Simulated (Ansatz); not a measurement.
System: Ga8SbP7.

Ga8SbP7, 64 atoms, a = 11.04 Å, b = 11.04 Å, c = 11.04 Å, α = 90.00°, β = 90.00°, γ = 90.00°.

Space group P222₁; a generated structure, not necessarily the stable one.

Method: DFT PBEsol, scalar-relativistic, plane waves, PAW (Ansatz).

> What will maps of the valence pseudo-density and electron localisation function show?

Ga–P (2.37 Å): ρ at the midpoint is about 0.54 e/Å³; the ELF peaks at about 0.90 in the valence shell of P, 0.9 Å from its nucleus, and is about 0.75 at the midpoint.
Ga–Sb (2.55 Å): ρ at the midpoint is about 0.49 e/Å³; the ELF peaks at about 0.70 between the atoms.
Ga–P (2.37 Å): the density is about 0.54 e/Å³ at the midpoint; the ELF peaks at about 0.90 in the valence shell of P, 0.9 Å from its nucleus, and is about 0.75 at the midpoint.

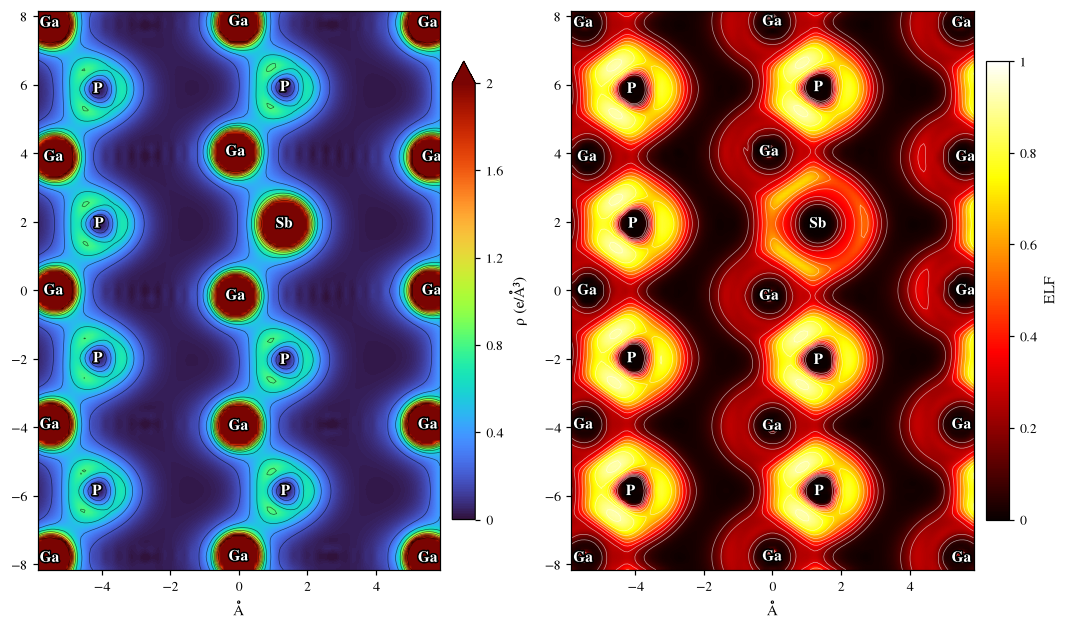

Computed valence pseudo-density and electron localisation function on the (011) plane of the conventional cell, in this order. 

The density is the valence pseudo-density of a PAW calculation; it isn't the true density close to the nuclei.
